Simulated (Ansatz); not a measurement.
**BrH6NSi (built from SMILES Br.N[SiH3]): search for a transition state, part 1 of 2**

Wanted: the transition state of a four-centre ligand exchange (form Si1–Br7, H2–H6 and break Si1–H2, H6–Br7). The guess is relaxed with those distances held, a saddle search follows, and vibrations and two downhill relaxations check it.

Method: PBE0-D4, def2-SVP first, then def2-TZVP; program: Ansatz 0.2.0, Gaussian basis.

154 further runs of the same task are left out: 2 that didn't finish, 152 set aside as unsound or not needed. Runs told in other sessions of the task aren't counted.

**1. The starting structure**

The guess: 9 atoms, charge 0, spin multiplicity 1.

Atoms are counted from 1 here; the program's logs count them from 0.

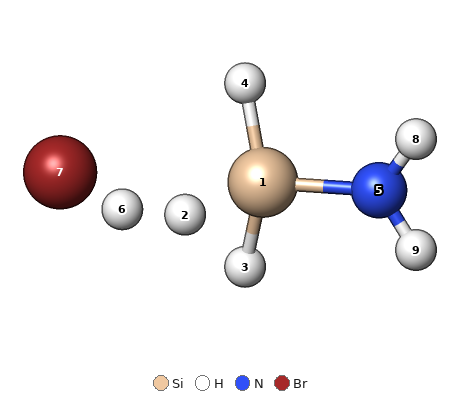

As it starts; silicon light orange, hydrogen white, nitrogen blue, bromine red; atoms are numbered from 1 in the order of the file.

Coordinates:

```
Si   -0.34970   -0.12800    0.06980
H     1.58880    0.07370    0.44810
H    -0.28850   -1.49970   -0.37140
H    -0.80340    0.73840    1.13030
N    -0.78710    0.72010   -1.34770
H     1.77610   -0.40920    1.23130
Br    0.56720   -1.54230    2.48900
H    -1.00310    1.70290   -1.37200
H    -0.70040    0.34430   -2.27750
```

Distances that are to change: Si1–Br7 2.95 Å, H2–H6 0.94 Å, Si1–H2 1.99 Å, H6–Br7 2.08 Å.

**2. Relaxing the guess with the reacting distances held**

hold/in.yaml reads:

```yaml
crystal:
  periodic: [false, false, false]
  atoms:
    - {symbol: Si, position_ang: [-0.349700, -0.128000, 0.069800]}
    - {symbol: H, position_ang: [1.588800, 0.073700, 0.448100]}
    - {symbol: H, position_ang: [-0.288500, -1.499700, -0.371400]}
    - {symbol: H, position_ang: [-0.803400, 0.738400, 1.130300]}
    - {symbol: N, position_ang: [-0.787100, 0.720100, -1.347700]}
    - {symbol: H, position_ang: [1.776100, -0.409200, 1.231300]}
    - {symbol: Br, position_ang: [0.567200, -1.542300, 2.489000]}
    - {symbol: H, position_ang: [-1.003100, 1.702900, -1.372000]}
    - {symbol: H, position_ang: [-0.700400, 0.344300, -2.277500]}
basis:
  gaussian: {orbitals: def2-SVP}
hamiltonian: {xc: pbe0, dispersion: d4}
relax: {f_tol: 0.04, max_steps: 150, escape_saddle: false, constraints: [{distance: [0, 6]}, {distance: [1, 5]}, {distance: [0, 1]}, {distance: [5, 6]}]}
```

Command:

```sh
$ ansatz run in.yaml --threads 4 --pin off --events-out ev --progress --plain --max-ram 9574MiB
```

What it wrote (excerpt; [...] marks lines left out):

```text
Functional definition: PBE0
  name "PBE0"
  cite "Adamo & Barone, J. Chem. Phys. 110, 6158 (1999) doi:10.1063/1.478522"
  cite "Perdew, Burke & Ernzerhof, Phys. Rev. Lett. 77, 3865 (1996) doi:10.1103/PhysRevLett.77.3865"
  parent pbe
[...]
989 factors; integrals over basis functions are off by at most 6.0e-4 eV
[...]
mean field -79484.85545066 eV, -2921.0145610417 hartree, gradient 2.1e-5 eV, S^2 0.000000; 0 other end points of the search recorded, 0 dependent functions left out
[...]
reference -79484.85547595 eV, -2921.0145619710 hartree; 31, 31 occupied and 63, 63 virtual orbitals, 989 factors
relax step   1: F+E_penalty+E_count = -79485.01527526 eV  Δ(F+E_penalty+E_count) = +0.000e0 eV  max|allowed force component| = 8.288e-1 eV/Å  Δτ_max = 0.0000 Å  (25 SCF iters, accepted)
[...]
relax step   6: F+E_penalty+E_count = -79485.40638895 eV  Δ(F+E_penalty+E_count) = -3.767e-3 eV  max|allowed force component| = 1.021e-1 eV/Å  Δτ_max = 0.0248 Å  (26 SCF iters, accepted)
[...]
relax step   7: F+E_penalty+E_count = -79485.40743994 eV  Δ(F+E_penalty+E_count) = -1.051e-3 eV  max|allowed force component| = 1.386e-2 eV/Å  Δτ_max = 0.0102 Å  (23 SCF iters, accepted)
  distance Si 0 - Br 6 held at 2.948471 Å   reaction = +3.4707e-1 eV/Å
  distance H 1 - H 5 held at 0.938976 Å   reaction = +9.9013e-1 eV/Å
  distance Si 0 - H 1 held at 1.985340 Å   reaction = +6.1384e-1 eV/Å
  distance H 5 - Br 6 held at 2.080184 Å   reaction = +4.7617e-1 eV/Å
989 factors; integrals over basis functions are off by at most 6.8e-4 eV
[...]
mean field -79485.25354474 eV, -2921.0291907293 hartree, gradient 1.1e-5 eV, S^2 0.000000; 1 other end points of the search recorded, 0 dependent functions left out
[...]
reference -79485.25356967 eV, -2921.0291916455 hartree; 31, 31 occupied and 63, 63 virtual orbitals, 989 factors
Total energy: -79485.40746487 eV, -2921.0348471897 hartree
Atom 0 at    -0.399592    -0.187271     0.141086 Å, force     0.731424    -0.026533     0.291234 eV/Å
Atom 1 at     1.540192     0.233579     0.182294 Å, force    -0.730842    -0.696739     0.788319 eV/Å
Atom 2 at    -0.479150    -1.606868    -0.236961 Å, force     0.001522    -0.005675     0.000327 eV/Å
Atom 3 at    -0.988641     0.595008     1.238943 Å, force    -0.001411     0.003372     0.006033 eV/Å
Atom 4 at    -0.652325     0.709803    -1.284307 Å, force     0.010825     0.009646    -0.011312 eV/Å
Atom 5 at     1.421019    -0.303416     0.943287 Å, force    -0.020016     0.291999    -0.443054 eV/Å
Atom 6 at     0.762761    -1.503891     2.509403 Å, force     0.013536     0.429942    -0.638926 eV/Å
Atom 7 at    -0.761139     1.718732    -1.286152 Å, force    -0.000116    -0.013861    -0.003830 eV/Å
Atom 8 at    -0.443226     0.344524    -2.207692 Å, force    -0.004922     0.007850     0.011209 eV/Å
Dipole moment:    -0.365345     0.781236    -1.292816 e Å
```

It took 25 s on 4 threads of Intel Xeon at 2.50GHz, shared host.

Step by step:

```csv
step,energy from step 1 (eV),largest force component (eV/Å)
1,0.0000,0.8288
2,-0.2802,0.4815
3,-0.3542,0.1386
4,-0.3714,0.1164
5,-0.3873,0.3282
6,-0.3911,0.1021
7,-0.3922,0.0139
```

Distances of close pairs at the start and the end, largest changes first:

```csv
bond,before (Å),after (Å),change (Å)
Si1–H3,1.442,1.471,+0.029
Si1–H4,1.443,1.471,+0.029
N5–H8,1.007,1.015,+0.008
N5–H9,1.007,1.015,+0.008
Si1–N5,1.709,1.703,-0.006
```

**3. A starting Hessian**

hessian/in.yaml reads:

```yaml
crystal:
  periodic: [false, false, false]
  atoms:
    - {symbol: Si, position_ang: [-0.399592, -0.187271, 0.141086]}
    - {symbol: H, position_ang: [1.540192, 0.233579, 0.182294]}
    - {symbol: H, position_ang: [-0.479150, -1.606868, -0.236961]}
    - {symbol: H, position_ang: [-0.988641, 0.595008, 1.238943]}
    - {symbol: N, position_ang: [-0.652325, 0.709803, -1.284307]}
    - {symbol: H, position_ang: [1.421019, -0.303416, 0.943287]}
    - {symbol: Br, position_ang: [0.762761, -1.503891, 2.509403]}
    - {symbol: H, position_ang: [-0.761139, 1.718732, -1.286152]}
    - {symbol: H, position_ang: [-0.443226, 0.344524, -2.207692]}
basis:
  gaussian: {orbitals: def2-SVP}
hamiltonian: {xc: pbe0, dispersion: d4}
phonons: {}
scf: {lower_state_search: off}
```

Command:

```sh
$ ansatz run in.yaml --threads 4 --pin off --events-out ev --progress --plain --max-ram 9574MiB
```

What it wrote (excerpt; [...] marks lines left out):

```text
Functional definition: PBE0
  name "PBE0"
  cite "Adamo & Barone, J. Chem. Phys. 110, 6158 (1999) doi:10.1063/1.478522"
  cite "Perdew, Burke & Ernzerhof, Phys. Rev. Lett. 77, 3865 (1996) doi:10.1103/PhysRevLett.77.3865"
  parent pbe
[...]
990 factors; integrals over basis functions are off by at most 4.8e-4 eV
[...]
mean field -79485.25354744 eV, -2921.0291908286 hartree, gradient 1.3e-6 eV, S^2 0.000000; 0 other end points of the search recorded, 0 dependent functions left out
[...]
reference -79485.25357240 eV, -2921.0291917456 hartree; 31, 31 occupied and 63, 63 virtual orbitals, 990 factors
[... from here to the last solve, the lines of the solves are left out (53 solves) ...]
990 factors; integrals over basis functions are off by at most 4.8e-4 eV
[...]
mean field -79485.25340775 eV, -2921.0291856948 hartree, gradient 1.0e-6 eV, S^2 0.000000; 0 other end points of the search recorded, 0 dependent functions left out
[...]
reference -79485.25343271 eV, -2921.0291866123 hartree; 31, 31 occupied and 63, 63 virtual orbitals, 990 factors
[...]
WARN: phonons: 3 modes above zero are rigid motions of the cell's bodies and no vibrations: the zero-point energy, free energy, entropy and heat capacity leave them out. With what each would have added to F at 1000 K, by the weight of its row in the mesh: 37.13 cm⁻¹ (-0.252 eV; rigid [...]
WARN: phonons: modes at or below zero, which the zero-point energy, F, S and C_V leave out: 1, the lowest at -805.81 cm⁻¹. A minimum has none, and a first-order saddle one
[...]
Atom 0 at    -0.399592    -0.187271     0.141086 Å, force     0.731413    -0.026594     0.291245 eV/Å
Atom 1 at     1.540192     0.233579     0.182294 Å, force    -0.730834    -0.696737     0.788306 eV/Å
Atom 2 at    -0.479150    -1.606868    -0.236961 Å, force     0.001526    -0.005667     0.000315 eV/Å
Atom 3 at    -0.988641     0.595008     1.238943 Å, force    -0.001403     0.003375     0.006037 eV/Å
Atom 4 at    -0.652325     0.709803    -1.284307 Å, force     0.010831     0.009655    -0.011340 eV/Å
Atom 5 at     1.421019    -0.303416     0.943287 Å, force    -0.020013     0.292001    -0.443064 eV/Å
Atom 6 at     0.762761    -1.503891     2.509403 Å, force     0.013525     0.429955    -0.638904 eV/Å
Atom 7 at    -0.761139     1.718732    -1.286152 Å, force    -0.000122    -0.013848    -0.003826 eV/Å
Atom 8 at    -0.443226     0.344524    -2.207692 Å, force    -0.004923     0.007858     0.011231 eV/Å
Dipole moment:    -0.365345     0.781235    -1.292815 e Å
Vibrations: -805.81 151.03 167.24 239.10 425.81 495.76 567.29 690.95 722.65 727.78 832.54 897.28 914.44 1152.60 1370.69 1541.95 2167.54 2326.49 2383.60 3601.97 3708.03 cm⁻¹, zero-point energy 1.555055 eV
Checks for a lower state left out: stability, starts, cluster_reference, orbital_swaps, neighbouring_geometries, increment
```

It took 1.8 min on 4 threads of Intel Xeon at 2.50GHz, shared host.

The structure is not stationary yet, so these wavenumbers are no spectrum; the search needs only the force constants.

**4. Saddle search in the small basis**

The search itself is an outer loop (partitioned rational-function steps, Bofill update of the Hessian). Each step is one single-point run with forces. It stops when the largest force is under 0.04 eV/Å and the followed curvature is negative. The first step's input:

presaddle/in.yaml reads:

```yaml
crystal:
  periodic: [false, false, false]
  atoms:
    - {symbol: Si, position_ang: [-0.399592, -0.187271, 0.141086]}
    - {symbol: H, position_ang: [1.540192, 0.233579, 0.182294]}
    - {symbol: H, position_ang: [-0.479150, -1.606868, -0.236961]}
    - {symbol: H, position_ang: [-0.988641, 0.595008, 1.238943]}
    - {symbol: N, position_ang: [-0.652325, 0.709803, -1.284307]}
    - {symbol: H, position_ang: [1.421019, -0.303416, 0.943287]}
    - {symbol: Br, position_ang: [0.762761, -1.503891, 2.509403]}
    - {symbol: H, position_ang: [-0.761139, 1.718732, -1.286152]}
    - {symbol: H, position_ang: [-0.443226, 0.344524, -2.207692]}
basis:
  gaussian: {orbitals: def2-SVP}
hamiltonian: {xc: pbe0, dispersion: d4}
output: {forces: true}
scf: {lower_state_search: off}
```

Command:

```sh
$ ansatz run in.yaml --threads 4 --pin off --events-out ev --progress --plain --max-ram 9574MiB
```

Step by step:

```csv
step,energy (eV),largest force (eV/Å),followed curvature (eV/Å²)
1,-79485.40746,0.7883,-4.75
2,-79485.58506,0.2273,-4.80
3,-79485.59317,0.2291,-4.71
4,-79485.59088,0.1854,-4.81
5,-79485.59705,0.0269,-4.79
```

The 5 steps took 11 s in all (4 threads of Intel Xeon at 2.50GHz, shared host).

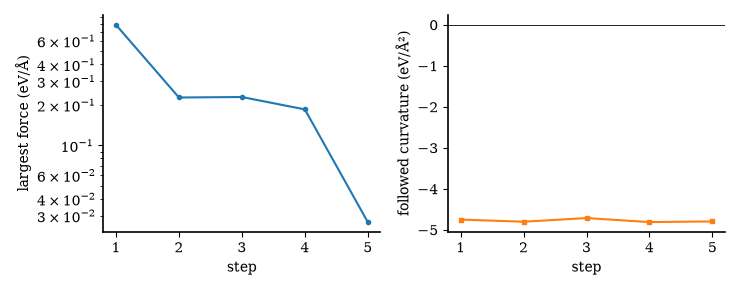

Largest force and followed curvature during the search.

**5. Saddle search in triple zeta**

A small driver takes partitioned rational-function steps: uphill along one mode, downhill along the rest. It calls the program once a step for energy and forces and updates the Hessian by Bofill's formula. It stops when the largest force is under 0.01 eV/Å and the followed curvature is negative. The first step's input:

saddle/in.yaml reads:

```yaml
crystal:
  periodic: [false, false, false]
  atoms:
    - {symbol: Si, position_ang: [-0.346538, -0.220023, 0.208696]}
    - {symbol: H, position_ang: [1.392618, 0.211947, 0.164188]}
    - {symbol: H, position_ang: [-0.503525, -1.613889, -0.247201]}
    - {symbol: H, position_ang: [-1.015857, 0.599640, 1.236072]}
    - {symbol: N, position_ang: [-0.602640, 0.684903, -1.230071]}
    - {symbol: H, position_ang: [1.391485, -0.272661, 0.887234]}
    - {symbol: Br, position_ang: [0.768534, -1.407052, 2.365445]}
    - {symbol: H, position_ang: [-0.700827, 1.694227, -1.232761]}
    - {symbol: H, position_ang: [-0.383350, 0.323109, -2.151703]}
basis:
  gaussian: {orbitals: def2-TZVP}
hamiltonian: {xc: pbe0, dispersion: d4}
output: {forces: true}
scf: {lower_state_search: off}
```

Command:

```sh
$ ansatz run in.yaml --threads 4 --pin off --events-out ev --progress --plain --max-ram 9574MiB
```

The driver's record:

```csv
step,energy (eV),largest force (eV/Å),followed curvature (eV/Å²)
1,-79498.94281,0.2917,-4.79
2,-79498.95148,0.1003,-4.89
3,-79498.95294,0.0209,-5.02
4,-79498.95283,0.0229,-5.11
5,-79498.95299,0.0022,-5.11
```

The 5 steps took 16 s in all (4 threads of Intel Xeon at 2.50GHz, shared host).

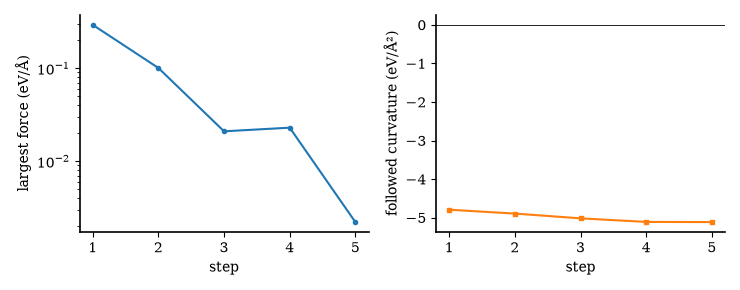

Largest force and followed curvature during the search.

The point found:

```
Si   -0.33279   -0.21122    0.20031
H     1.37619    0.20789    0.16494
H    -0.49100   -1.60088   -0.23860
H    -0.99832    0.59156    1.23058
N    -0.59059    0.68577   -1.22726
H     1.37115   -0.27253    0.88016
Br    0.76140   -1.40927    2.36601
H    -0.70590    1.68652   -1.23103
H    -0.39024    0.32236   -2.14520
```

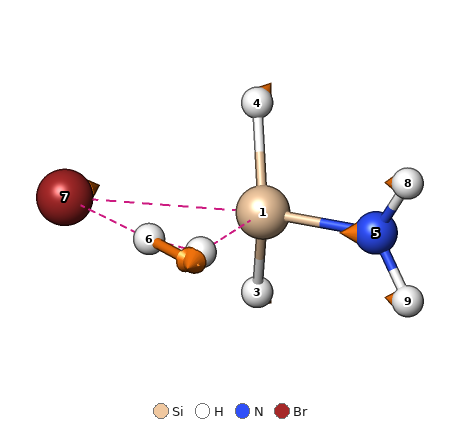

The point found; arrows show the followed mode. Pairs that react are joined by broken lines, hidden where the pair is close enough to be drawn as a bond.

(Continued in part 2 of 2.)
